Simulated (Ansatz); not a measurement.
# Amorphous Si: valence band and core levels

How wide do site differences make the core lines of amorphous Si?

Program: Ansatz 0.2.0. Level of theory: DFT, LDA, plane-wave PAW, default files, scalar-relativistic. Results are calculated unless marked as measured.

### 1. The structure

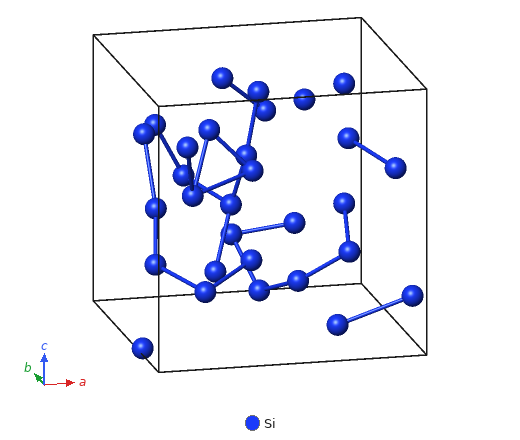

The starting structure, seen slightly off an axis (silicon blue). Bonds to atoms that aren't drawn are left out.

The cell holds 30 atoms: 30 Si. Cell: a = 8.498 Å, b = 8.498 Å, c = 8.498 Å, α = 90.0°, β = 90.0°, γ = 90.0°. How the cell was made: glass; density 2.28 g/cm³; hottest run set to 2800 K; random start, relaxed, three short dynamics runs, relaxed.

### 2. Relaxing the atoms

Random starting positions are first pushed apart, with loose settings.

File input.yaml:

```yaml
crystal:
  lattice:
    - [8.4978037057, 0.0, 0.0]
    - [0.0, 8.4978037057, 0.0]
    - [0.0, 0.0, 8.4978037057]
  atoms:
    - { symbol: Si, position: [0.2616121342, 0.2984911434, 0.8142257406] }
    - { symbol: Si, position: [0.0919159421, 0.600100526, 0.7285605268] }
    - { symbol: Si, position: [0.1879010734, 0.0551466273, 0.2749693679] }
    - { symbol: Si, position: [0.6574330149, 0.5622656628, 0.1500622633] }
    - { symbol: Si, position: [0.4326307908, 0.6692972986, 0.4227846733] }
    - { symbol: Si, position: [0.6331843993, 0.9674359525, 0.6830648223] }
    - { symbol: Si, position: [0.3916248331, 0.1872525697, 0.3459606656] }
    - { symbol: Si, position: [0.3181466006, 0.9242168965, 0.4709098854] }
    - { symbol: Si, position: [0.6937588422, 0.1072073085, 0.1045435584] }
    - { symbol: Si, position: [0.2019074475, 0.8844496737, 0.6798114615] }
    - { symbol: Si, position: [0.8492363236, 0.6444362692, 0.4065423977] }
    - { symbol: Si, position: [0.5165781941, 0.5934435178, 0.8621179849] }
    - { symbol: Si, position: [0.8293561258, 0.4980560549, 0.6925181318] }
    - { symbol: Si, position: [0.3390253746, 0.5228285039, 0.216223391] }
    - { symbol: Si, position: [0.4564306209, 0.8977341471, 0.8351832047] }
    - { symbol: Si, position: [0.1717770151, 0.1812062262, 0.6038055173] }
    - { symbol: Si, position: [0.1126328551, 0.0199107488, 0.8329969642] }
    - { symbol: Si, position: [0.0994111179, 0.4505845356, 0.4884985731] }
    - { symbol: Si, position: [0.5065514916, 0.9647618089, 0.2266260634] }
    - { symbol: Si, position: [0.0128310935, 0.2966263297, 0.009805349] }
    - { symbol: Si, position: [0.6133276765, 0.2854326055, 0.9096330101] }
    - { symbol: Si, position: [0.9618699582, 0.0594348654, 0.2090597192] }
    - { symbol: Si, position: [0.5630231833, 0.7706602295, 0.0640242313] }
    - { symbol: Si, position: [0.903327927, 0.8669729635, 0.7937554154] }
    - { symbol: Si, position: [0.9439107664, 0.2446600957, 0.6407818595] }
    - { symbol: Si, position: [0.4699658802, 0.5884908037, 0.6264757359] }
    - { symbol: Si, position: [0.4225408376, 0.2954200074, 0.6511033852] }
    - { symbol: Si, position: [0.7278311985, 0.9081867944, 0.2703854733] }
    - { symbol: Si, position: [0.8230704432, 0.4570588016, 0.2771699675] }
    - { symbol: Si, position: [0.058781247, 0.2892285601, 0.3232460882] }
kpoints:
  mp_grid: { grid: [1, 1, 1] }
scf:
  occupations: { method: fermi_dirac, width: 0.1 }
  n_extra_bands: 21
hamiltonian:
  xc: lda
  pseudopotentials: { kind: paw }
output:
  forces: true
basis:
  ecutwfc: 320
relax:
  f_tol: 0.2
  max_steps: 25
```

On the command line:

```sh
$ ansatz run input.yaml --threads 4 --pin off --max-ram 8192MiB --backend cpu --events-out ev --progress --plain --runs-dir out
```

Numbers of over 12 decimals in the logs are rounded to 6 here.

What it wrote:

```text
Warning: basis.ecutwfc = 320 eV is below the records' recommended 420 eV, and the density's cutoff is lower with it unless basis.ecutrho_ratio is high enough to keep the records' density cutoff: compare with a run at a higher cutoff
scf.n_extra_bands = 21 over 60 filled bands (N_el = 120.0): the run solves 81 bands
Engine: ansatz 0.2.0, x86_64-unknown-linux-gnu
Pseudopotentials: kind: paw
Pseudopotential: Si, paw, valence charge 4, recommended cutoff 420 eV (normal), Si.paw.azcp
Functional definition: SPW92
  exchange = slater_x
  correlation = pw_c
Crystal: 30 atoms, lattice volume = 613.649 Å³
Basis set: ecut = 320 eV, 8025 PW (Γ)
Bands: 81, of which v1, the nominal top of the filled ones, is band 60 counted from 1 (59 counted from 0)
Symmetry: 1 space group operations
Space group: P1 (ITA 1), of the structure as read, at distance tolerance 8.5e-5 Å
k-points: 1
Non-local potential: Si, projectors of the file, l = 0: 2, l = 1: 2, l = 2: 2
PAW form: soft (Blöchl's): semilocal exchange-correlation on the pseudo side does not see the compensation charge
PAW frozen core: Si, regenerated for the run's functional, and the local potential with it (the file was generated under x = pbe(κ = 0.804, μ = 0.219515), c = pbe(β = 0.066725))
PAW one-centre angular grid: Si, 110 points (default); XC on 64 Gauss nodes
Initial density: superposition of atomic densities (neutral atoms: chi_scale 0, normalization atom), corrected by the library's trained network
Initial wavefunctions: pseudopotential atomic-orbital guess
Functional: x = slater, c = lda
SCF iter   1: F=—  HF=-18223.721742 eV  |F-HF|=—  |Δ(HF+E_count)|=         —  Δρ=9.96e-3  dr2=2.53e0  ethr=1.77e-3  ⟨swp⟩=9.0  Hψ=457  notcnv=0
preconditioner: auto → LDOS  [metal: Δε(μ)=0.075 eV  Ē_g=6.626 eV  σ=0.100 eV  W_gap=0.19  n_scr=80 (ndim 8)  ℏωp=16.4 eV  f_vac=0.012  D(μ)=14.89/eV (n_scr^D=92)  β→1.0]
SCF iter   2: F=—  HF=-18223.427125 eV  |F-HF|=—  |Δ(HF+E_count)|=   2.95e-1  Δρ=6.10e-3  dr2=7.68e-1  ethr=1.77e-3  ⟨swp⟩=4.0  Hψ=183  notcnv=0
SCF iter   3: F=—  HF=-18223.289275 eV  |F-HF|=—  |Δ(HF+E_count)|=   1.38e-1  Δρ=1.75e-3  dr2=8.72e-2  ethr=6.40e-4  ⟨swp⟩=3.0  Hψ=148  notcnv=0
SCF iter   4: F=—  HF=-18223.277108 eV  |F-HF|=—  |Δ(HF+E_count)|=   1.22e-2  Δρ=5.58e-4  dr2=7.62e-3  ethr=7.27e-5  ⟨swp⟩=3.0  Hψ=139  notcnv=0
SCF iter   5: F=—  HF=-18223.276139 eV  |F-HF|=—  |Δ(HF+E_count)|=   9.69e-4  Δρ=2.07e-4  dr2=7.49e-4  ethr=6.35e-6  ⟨swp⟩=3.0  Hψ=125  notcnv=0
SCF iter   6: F=—  HF=-18223.276038 eV  |F-HF|=—  |Δ(HF+E_count)|=   1.02e-4  Δρ=7.91e-5  dr2=1.31e-4  ethr=6.24e-7  ⟨swp⟩=3.0  Hψ=155  notcnv=0
SCF iter   7: F=-18223.276007 eV  HF=-18223.276022 eV  |F-HF|=1.44e-5  |Δ(HF+E_count)|=   1.59e-5  Δρ=3.33e-5  dr2=1.90e-5  ethr=8.33e-8  ⟨swp⟩=3.0  Hψ=283  notcnv=0
SCF 1 converged in 7 iterations: F = -18223.276007 eV  dr2 = 1.90e-5
  greatest PAW one-centre occupation: 0.739 electrons in one spin orbital (limit 2), on the Si atom at site 19 (counted from 0), in its partial waves of l = 0
relax step   1: F+E_penalty+E_count = -18223.27600735 eV  Δ(F+E_penalty+E_count) = +0.000e0 eV  max|allowed force component| = 8.086e0 eV/Å  Δτ_max = 0.0000 Å  (7 SCF iters, dr2 threshold 1.00e-4 eV, accepted)
Initial density: handed on by an earlier stage of this run
Initial wavefunctions: those handed on with the density
iter 1 solved again at ethr=2.53e-3 eV; its pass at ethr=3.10e-3 eV (dr2=3.03e0 eV) is discarded
SCF iter   1: F=—  HF=-18234.814310 eV  |F-HF|=—  |Δ(HF+E_count)|=         —  Δρ=1.41e-2  dr2=3.00e0  ethr=2.53e-3  ⟨swp⟩=1.0  Hψ=391  notcnv=0
preconditioner: auto → LDOS  [metal: Δε(μ)=0.124 eV  Ē_g=6.488 eV  σ=0.100 eV  W_gap=0.30  n_scr=80 (ndim 8)  ℏωp=16.4 eV  f_vac=0.014  D(μ)=15.81/eV (n_scr^D=92)  β→1.0]
SCF iter   2: F=—  HF=-18234.511947 eV  |F-HF|=—  |Δ(HF+E_count)|=   3.02e-1  Δρ=1.03e-2  dr2=1.57e0  ethr=2.50e-3  ⟨swp⟩=3.0  Hψ=174  notcnv=0
SCF iter   3: F=—  HF=-18234.074198 eV  |F-HF|=—  |Δ(HF+E_count)|=   4.38e-1  Δρ=1.80e-3  dr2=6.99e-2  ethr=1.31e-3  ⟨swp⟩=3.0  Hψ=158  notcnv=0
SCF iter   4: F=—  HF=-18234.062946 eV  |F-HF|=—  |Δ(HF+E_count)|=   1.13e-2  Δρ=6.28e-4  dr2=8.16e-3  ethr=5.82e-5  ⟨swp⟩=3.0  Hψ=161  notcnv=0
SCF iter   5: F=—  HF=-18234.061625 eV  |F-HF|=—  |Δ(HF+E_count)|=   1.32e-3  Δρ=2.31e-4  dr2=8.25e-4  ethr=6.80e-6  ⟨swp⟩=3.0  Hψ=145  notcnv=0
SCF iter   6: F=—  HF=-18234.061488 eV  |F-HF|=—  |Δ(HF+E_count)|=   1.37e-4  Δρ=7.53e-5  dr2=9.07e-5  ethr=6.87e-7  ⟨swp⟩=2.0  Hψ=112  notcnv=0
SCF iter   7: F=-18234.061470 eV  HF=-18234.061476 eV  |F-HF|=6.00e-6  |Δ(HF+E_count)|=   1.22e-5  Δρ=2.53e-5  dr2=8.62e-6  ethr=7.56e-8  ⟨swp⟩=4.0  Hψ=271  notcnv=0
SCF 2 converged in 7 iterations: F = -18234.061470 eV  dr2 = 8.62e-6
  greatest PAW one-centre occupation: 0.736 electrons in one spin orbital (limit 2), on the Si atom at site 19 (counted from 0), in its partial waves of l = 0
relax step   2: F+E_penalty+E_count = -18234.06146978 eV  Δ(F+E_penalty+E_count) = -1.079e1 eV  max|allowed force component| = 2.410e0 eV/Å  Δτ_max = 0.1995 Å  (7 SCF iters, dr2 threshold 1.00e-4 eV, accepted)
iter 1 solved again at ethr=9.27e-4 eV; its pass at ethr=3.10e-3 eV (dr2=1.11e0 eV) is discarded
SCF iter   1: F=—  HF=-18238.236635 eV  |F-HF|=—  |Δ(HF+E_count)|=         —  Δρ=8.64e-3  dr2=1.11e0  ethr=9.27e-4  ⟨swp⟩=1.0  Hψ=317  notcnv=0
preconditioner: auto → LDOS  [metal: Δε(μ)=0.145 eV  Ē_g=6.513 eV  σ=0.100 eV  W_gap=0.35  n_scr=80 (ndim 8)  ℏωp=16.4 eV  f_vac=0.017  D(μ)=15.02/eV (n_scr^D=92)  β→1.0]
SCF iter   2: F=—  HF=-18238.106502 eV  |F-HF|=—  |Δ(HF+E_count)|=   1.30e-1  Δρ=5.47e-3  dr2=4.60e-1  ethr=9.21e-4  ⟨swp⟩=3.0  Hψ=168  notcnv=0
SCF iter   3: F=—  HF=-18237.985007 eV  |F-HF|=—  |Δ(HF+E_count)|=   1.21e-1  Δρ=1.06e-3  dr2=2.39e-2  ethr=3.84e-4  ⟨swp⟩=3.0  Hψ=157  notcnv=0
SCF iter   4: F=—  HF=-18237.980549 eV  |F-HF|=—  |Δ(HF+E_count)|=   4.46e-3  Δρ=3.26e-4  dr2=2.29e-3  ethr=1.99e-5  ⟨swp⟩=2.0  Hψ=134  notcnv=0
SCF iter   5: F=—  HF=-18237.980199 eV  |F-HF|=—  |Δ(HF+E_count)|=   3.50e-4  Δρ=1.27e-4  dr2=2.54e-4  ethr=1.91e-6  ⟨swp⟩=3.0  Hψ=166  notcnv=0
SCF iter   6: F=-18237.980133 eV  HF=-18237.980162 eV  |F-HF|=2.98e-5  |Δ(HF+E_count)|=   3.69e-5  Δρ=4.49e-5  dr2=3.76e-5  ethr=8.33e-8  ⟨swp⟩=3.0  Hψ=323  notcnv=0
SCF 3 converged in 6 iterations: F = -18237.980133 eV  dr2 = 3.76e-5
  greatest PAW one-centre occupation: 0.728 electrons in one spin orbital (limit 2), on the Si atom at site 19 (counted from 0), in its partial waves of l = 0
[...]
relax step   9: F+E_penalty+E_count = -18247.37440671 eV  Δ(F+E_penalty+E_count) = -1.316e0 eV  max|allowed force component| = 7.252e-1 eV/Å  Δτ_max = 0.1950 Å  (6 SCF iters, dr2 threshold 1.00e-4 eV, accepted)
relax step  10: F+E_penalty+E_count = -18248.39524386 eV  Δ(F+E_penalty+E_count) = -1.021e0 eV  max|allowed force component| = 5.830e-1 eV/Å  Δτ_max = 0.1944 Å  (6 SCF iters, dr2 threshold 1.00e-4 eV, accepted)
relax step  11: F+E_penalty+E_count = -18249.20023300 eV  Δ(F+E_penalty+E_count) = -8.050e-1 eV  max|allowed force component| = 6.825e-1 eV/Å  Δτ_max = 0.1937 Å  (6 SCF iters, dr2 threshold 1.00e-4 eV, accepted)
relax step  12: F+E_penalty+E_count = -18250.00986318 eV  Δ(F+E_penalty+E_count) = -8.096e-1 eV  max|allowed force component| = 4.845e-1 eV/Å  Δτ_max = 0.1957 Å  (6 SCF iters, dr2 threshold 1.00e-4 eV, accepted)
relax step  13: F+E_penalty+E_count = -18250.60663693 eV  Δ(F+E_penalty+E_count) = -5.968e-1 eV  max|allowed force component| = 5.350e-1 eV/Å  Δτ_max = 0.1958 Å  (6 SCF iters, dr2 threshold 1.00e-4 eV, accepted)
relax step  14: F+E_penalty+E_count = -18250.92216589 eV  Δ(F+E_penalty+E_count) = -3.155e-1 eV  max|allowed force component| = 3.308e-1 eV/Å  Δτ_max = 0.1949 Å  (7 SCF iters, dr2 threshold 1.00e-4 eV, accepted)
relax step  15: F+E_penalty+E_count = -18251.13910851 eV  Δ(F+E_penalty+E_count) = -2.169e-1 eV  max|allowed force component| = 2.180e-1 eV/Å  Δτ_max = 0.1952 Å  (7 SCF iters, dr2 threshold 4.18e-5 eV, accepted)
relax step  16: F+E_penalty+E_count = -18251.26237770 eV  Δ(F+E_penalty+E_count) = -1.233e-1 eV  max|allowed force component| = 3.213e-1 eV/Å  Δτ_max = 0.1984 Å  (9 SCF iters, accepted)
relax step  17: F+E_penalty+E_count = -18251.33601366 eV  Δ(F+E_penalty+E_count) = -7.364e-2 eV  max|allowed force component| = 1.347e-1 eV/Å  Δτ_max = 0.0957 Å  (6 SCF iters, dr2 threshold 4.48e-5 eV, accepted)
iter 1 solved again at ethr=5.78e-9 eV; its pass at ethr=3.10e-3 eV (dr2=6.94e-6 eV) is discarded
SCF iter   1: F=—  HF=-18251.336018 eV  |F-HF|=—  |Δ(HF+E_count)|=         —  Δρ=2.14e-5  dr2=6.93e-6  ethr=5.78e-9  ⟨swp⟩=1.0  Hψ=196  notcnv=0
preconditioner: auto → LDOS  [insulator: Δε(μ)=0.553 eV  Ē_g=7.079 eV  σ=0.100 eV  W_gap=0.88  n_scr=80 (ndim 8)  ℏωp=16.4 eV  f_vac=0.044  D(μ)=2.74/eV (n_scr^D=6)  ε∞_Penn≈6.4  β→1.0]
SCF iter   2: F=—  HF=-18251.336025 eV  |F-HF|=—  |Δ(HF+E_count)|=   6.14e-6  Δρ=2.77e-5  dr2=3.98e-5  ethr=5.78e-9  ⟨swp⟩=4.0  Hψ=197  notcnv=0  recentre
SCF iter   3: F=—  HF=-18251.336018 eV  |F-HF|=—  |Δ(HF+E_count)|=   6.67e-6  Δρ=5.33e-6  dr2=4.43e-7  ethr=5.78e-9  ⟨swp⟩=3.0  Hψ=178  notcnv=0
SCF iter   4: F=—  HF=-18251.336018 eV  |F-HF|=—  |Δ(HF+E_count)|=   1.99e-8  Δρ=2.23e-6  dr2=2.00e-7  ethr=3.69e-10  ⟨swp⟩=3.0  Hψ=175  notcnv=0
SCF iter   5: F=-18251.336018 eV  HF=-18251.336018 eV  |F-HF|=1.51e-9  |Δ(HF+E_count)|=   3.46e-8  Δρ=4.63e-7  dr2=2.93e-9  ethr=8.33e-11  ⟨swp⟩=5.0  Hψ=251  notcnv=0
SCF 18 converged in 5 iterations: F = -18251.336018 eV  dr2 = 2.93e-9
relax step  18: F+E_penalty+E_count = -18251.33601792 eV  Δ(F+E_penalty+E_count) = -4.265e-6 eV  max|allowed force component| = 1.347e-1 eV/Å  Δτ_max = 0.0000 Å  (5 SCF iters, accepted)
SCF converged after 5 iterations
Free energy (F): -18251.336018 eV
Harris-Foulkes:  -18251.336018 eV  (|F-HF|=1.51e-9)
Internal energy: -18251.219267 eV  (E = F + TS)
E sigma→0 (E₀):  -18251.277643 eV
Entropy (-TS):   -0.116751 eV (-3.892 meV/atom)
Fermi energy:    5.972510 eV
--- Per-component energies (eV) ---
  E_band       = 80.686959
  E_kinetic    = 1209.435103
  E_local      = -1660.516324  (includes V_loc(G=0)·N_el)
  E_nonlocal   = 810.570417
  E_hartree    = 610.002493
  E_xc         = -1651.797896
  E_vxc        = -1422.462487  (∫ρ·V_xc dr)
  E_paw        = -14573.756715  (= ΣΔE_a)
  E_vpaw       = -76.345409  (= ΣTr[D̂ρ^β])
  E_aug_tail   = 0.000450  (compensation charges beyond the density's cutoff)
  E_ewald      = -2997.686716
  E_core_change = 2.529922  (= ΣΔE_core)
  E_smearing   = -0.116751  (= −TS)
  E_closure    = -0.000000  (closes the sum)
  Σ components = -18251.336018   (vs F -18251.336018, Δ=0.00e0)
--- Forces (eV/Å), atoms counted from 1 ---
  atom   1  Si     0.03949437     0.01825897    -0.01995002
  atom   2  Si     0.00283270    -0.02267745     0.03882901
  atom   3  Si    -0.08670806     0.05807123     0.01267257
  atom   4  Si    -0.08885287     0.05061651     0.07101504
  atom   5  Si     0.01155578    -0.04219814    -0.01010542
  atom   6  Si     0.04327520    -0.03396100    -0.06144602
  atom   7  Si     0.04702147    -0.02505297     0.04093879
  atom   8  Si     0.10632757    -0.00973527    -0.07671378
  atom   9  Si    -0.08073672    -0.10705841    -0.06392330
  atom  10  Si    -0.02640539    -0.02223501     0.07800591
  atom  11  Si    -0.04030453     0.02979118     0.13148544
  atom  12  Si    -0.04031581     0.06619932    -0.06590590
  atom  13  Si    -0.03771414    -0.06564200     0.01296769
  atom  14  Si     0.02777731     0.05668537    -0.00643511
  atom  15  Si     0.04036618     0.04135181     0.02591319
  atom  16  Si     0.04285080     0.01713978    -0.10607439
  atom  17  Si     0.01379822    -0.04190502     0.00032313
  atom  18  Si    -0.02317884     0.00713343     0.05327885
  atom  19  Si    -0.04370992     0.05022830     0.01092033
  atom  20  Si    -0.06702561    -0.02714998    -0.06690820
  atom  21  Si    -0.02746664     0.08270291     0.07612706
  atom  22  Si     0.06297724    -0.06041935    -0.01296188
  atom  23  Si     0.11119428     0.09318673    -0.13051004
  atom  24  Si     0.02563525     0.05348618    -0.02379785
  atom  25  Si     0.04847886    -0.06533560    -0.03864973
  atom  26  Si    -0.00057710     0.00663086     0.02915585
  atom  27  Si    -0.01856991    -0.02436219     0.02074520
  atom  28  Si    -0.06071814    -0.00448831     0.13468039
  atom  29  Si    -0.04085090    -0.04724393    -0.11070169
  atom  30  Si     0.05939785    -0.03280431     0.05767650
  max |Σ_I F_I| component: 7.86e-4 eV/Å
--- Relaxed structure (18 steps of the walk, 18 accepted, 0 SCFs on fresh bases) ---
  F+E_penalty+E_count = -18251.33601792 eV   max|allowed force component| = 1.347e-1 eV/Å
  atoms:
    - { symbol: Si, position: [0.231319, 0.388435, 0.779643] }
    - { symbol: Si, position: [0.094458, 0.614004, 0.706197] }
    - { symbol: Si, position: [0.190668, 0.116192, 0.313949] }
    - { symbol: Si, position: [0.614717, 0.519808, 0.101515] }
    - { symbol: Si, position: [0.461360, 0.670089, 0.406101] }
    - { symbol: Si, position: [0.620272, 0.954030, 0.628165] }
    - { symbol: Si, position: [0.544241, 0.312612, 0.392133] }
    - { symbol: Si, position: [0.358493, 0.934289, 0.485354] }
    - { symbol: Si, position: [0.683902, 0.064891, 0.082747] }
    - { symbol: Si, position: [0.208026, 0.867348, 0.724716] }
    - { symbol: Si, position: [0.739180, 0.641157, 0.392082] }
    - { symbol: Si, position: [0.636639, 0.465030, 0.810598] }
    - { symbol: Si, position: [0.813555, 0.613089, 0.668538] }
    - { symbol: Si, position: [0.376259, 0.467561, 0.241862] }
    - { symbol: Si, position: [0.462847, 0.808178, 0.811468] }
    - { symbol: Si, position: [0.183065, 0.148567, 0.627105] }
    - { symbol: Si, position: [0.0050149, 0.029516, 0.814989] }
    - { symbol: Si, position: [0.070959, 0.395596, 0.522122] }
    - { symbol: Si, position: [0.474934, 1.078317, 0.268657] }
    - { symbol: Si, position: [0.075190, 0.257746, -0.033514] }
    - { symbol: Si, position: [0.691532, 0.156794, 0.800924] }
    - { symbol: Si, position: [0.896536, 0.108054, 0.271690] }
    - { symbol: Si, position: [0.620758, 0.796704, 0.043439] }
    - { symbol: Si, position: [0.789965, 0.840185, 0.816616] }
    - { symbol: Si, position: [0.907799, 0.320179, 0.744087] }
    - { symbol: Si, position: [0.427308, 0.578372, 0.667209] }
    - { symbol: Si, position: [0.466362, 0.257257, 0.661290] }
    - { symbol: Si, position: [0.707418, 0.917487, 0.353354] }
    - { symbol: Si, position: [0.797433, 0.391643, 0.275816] }
    - { symbol: Si, position: [0.101384, 0.377868, 0.235993] }
```

It took 18 s on 4 threads of Intel Xeon at 2.80GHz (Skylake/Cascade Lake), shared host; peak memory 0.41 GiB.

Step by step:

| step | energy less that of the first step (eV) | largest force component (eV/Å) |
| --- | --- | --- |
| 1 | 0.0000 | 8.0858 |
| 2 | -10.7855 | 2.4102 |
| 3 | -14.7041 | 1.6499 |
| 4 | -17.0080 | 1.0584 |
| 5 | -18.6129 | 0.9658 |
| 6 | -20.0087 | 0.7743 |
| 7 | -21.3860 | 0.7954 |
| 8 | -22.7821 | 0.8713 |
| 9 | -24.0984 | 0.7252 |
| 10 | -25.1192 | 0.5830 |
| 11 | -25.9242 | 0.6825 |
| 12 | -26.7339 | 0.4845 |
| 13 | -27.3306 | 0.5350 |
| 14 | -27.6462 | 0.3308 |
| 15 | -27.8631 | 0.2180 |
| 16 | -27.9864 | 0.3213 |
| 17 | -28.0600 | 0.1347 |
| 18 | -28.0600 | 0.1347 |

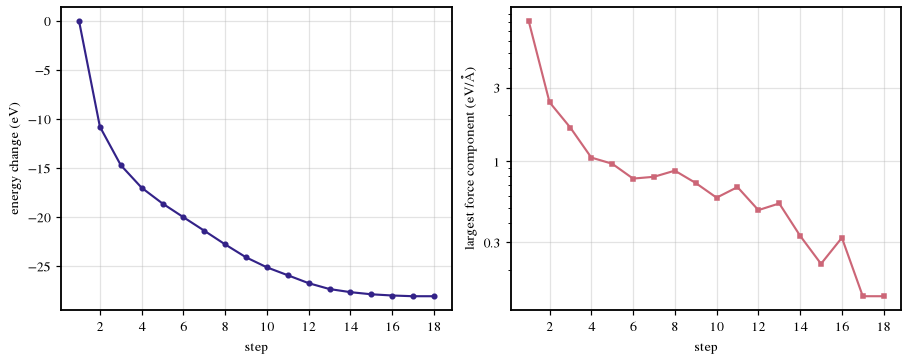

Energy and largest force along the relaxation.

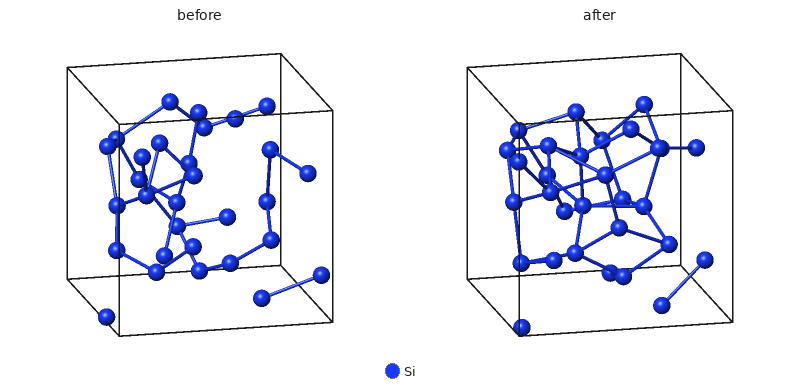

The structure before and after the relaxation, drawn at the same scale. Bonds to atoms that aren't drawn are left out.

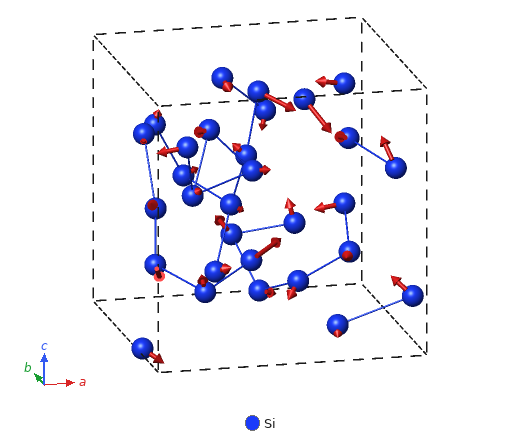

Displacements in the relaxation, scaled; the longest in the cell stands for 1.72 Å. Bonds to atoms that aren't drawn are left out.

The atoms that moved most (Å):

| atom | dx | dy | dz | length |
| --- | --- | --- | --- | --- |
| Si7 | 1.297 | 1.065 | 0.392 | 1.724 |
| Si21 | 0.665 | -1.093 | -0.924 | 1.578 |
| Si12 | 1.020 | -1.091 | -0.438 | 1.557 |
| Si25 | -0.307 | 0.642 | 0.878 | 1.130 |
| Si30 | 0.362 | 0.753 | -0.741 | 1.117 |
| Si19 | -0.269 | 0.965 | 0.357 | 1.063 |
| Si24 | -0.963 | -0.228 | 0.194 | 1.009 |
| Si13 | -0.134 | 0.978 | -0.204 | 1.008 |

Numbers from this step:

| Quantity | Value |
| --- | --- |
| free energy | -18251.3360 eV |
| energy at zero smearing | -18251.2776 eV |
| smearing term TS | 0.1168 eV |
| Fermi energy | 5.973 eV |
| gap by band count | 0.5534 eV |
| symmetry operations | 1 |

The relaxation ends 935 meV an atom lower, with a largest force component of 0.13 eV/Å.

[end of part 1 of 6]

[Logs are printed without paths, hosts, clocks, repeated set-up lines and the standing remarks that a program may print on its own settings, such as how far it seeks lower states.]

[Hosts, paths, dates, database ids (printed as entryN), source tags and the programs' standing remarks are cut or masked in the printed files.]

[Maps of the electrostatic potential energy from Ansatz leave out the sawtooth potential of an applied field or a dipole correction, so their vacuum need not be flat; work functions include it.]
